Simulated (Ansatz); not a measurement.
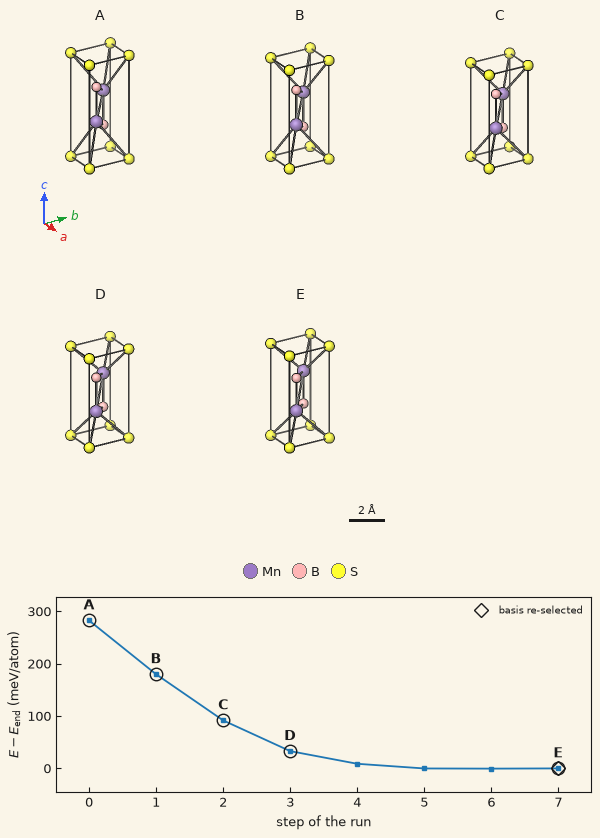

Frames of a relaxation of crystalline Mn$_{2}$B$_{2}$S (a generated structure, set up in P-3m1) (coarse preliminary run), marked on the history of the run. The picture is a ball-and-stick view of the cell of the calculation, seen slightly off an axis.

Level of theory: DFT PBE, scalar-relativistic, plane waves, PAW in Ansatz. (plane-wave cutoff 420 eV; k-point mesh 6 × 6 × 4; occupations gaussian; smearing width 0.1 eV; collinear spin; cell and atoms relaxed; force threshold 0.04 eV/Å; at most 70 steps)

**Describe the path.**

After 6 accepted moves (7 points after the start) the energy has fallen by 283 meV per atom. The largest force component goes from 2 to 0.02 eV/Å. The pressure goes from −8.94 to 0.07 GPa. At 1 point the geometry stayed and the basis and grid were re-selected for the new cell (energy shift of 0.4 meV per atom at most each time). The largest moves relative to the cell, 0.33 Å, are those of Mn atoms. By element the largest moves are Mn 0.33 Å, B 0.21 Å. S stays in place. The volume changes by −10.7 %, with a = b 3.403 → 3.415 Å (+0.4 %), c 6.081 → 5.392 Å (−11.3 %). Some distances before and after: Mn–S 3.049 → 2.629 Å, Mn–Mn 2.423 → 2.747 Å, B–Mn 2.035 → 1.925 Å, B–Mn 2.059 → 1.971 Å. Bond angles that change, for instance: Mn–B–Mn 72.6° → 89.7°, Mn–B–Mn 111.4° → 120.0°. The space group stays P-3m1 (No. 164). The program noted that the starting moments weren't kept. Cost: 58 s on 1 thread of AMD EPYC 7R43 64-Core Processor (Zen 3), with other jobs on the host, peak memory 0.45 GiB. From step 0 to 1: Mn atoms move most (0.07 Å), volume −5.3 %, energy −103 meV per atom. From step 1 to 2: Mn atoms move most (0.10 Å), volume −8.0 %, energy −88.2 meV per atom. From step 2 to 3: Mn atoms move most (0.15 Å), volume −2.6 %, energy −58.7 meV per atom. From step 3 to 7: B atoms move most (0.14 Å), volume +5.2 %, energy −33.0 meV per atom.
